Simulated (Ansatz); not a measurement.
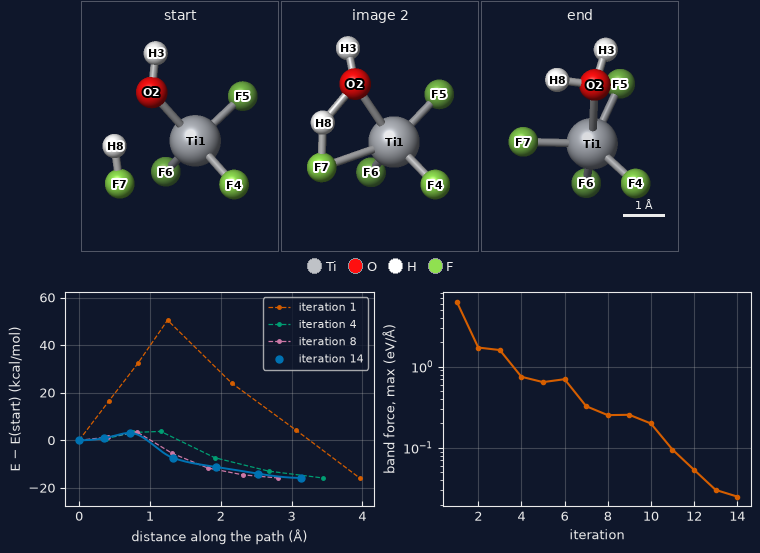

A nudged-elastic-band calculation for TiH₂OF₄. Images are numbered from 0 (start) to 6 (end). The plot follows the band through its iterations. A ball-and-stick model, seen at a tilt.

Theory: RKS revPBE-D4/def2-SVP (Ansatz). Set-up: 5 movable images; climbing image; force threshold 0.03 eV/Å; iteration limit 60; spring constant 0.5 eV/Å²; starting path through a guess of the saddle point.

Question: How did the profile develop, and is the result final?

Answer: The run is converged, with reservations. The band converged in 14 iterations. The largest component of the band force went from 6.4 to 0.025 eV/Å. The climbing image converged on the top of the path. Its curvatures weren't checked. The first iteration put the highest image at 50.5 kcal/mol. The energy climbs by 3.1 kcal/mol to image 2 and then falls by 18.9 kcal/mol, so the end point sits at −15.8 kcal/mol.

Cost: 90 s on 4 threads of Arm Neoverse V2, with other jobs on the host, peak memory 0.17 GiB.
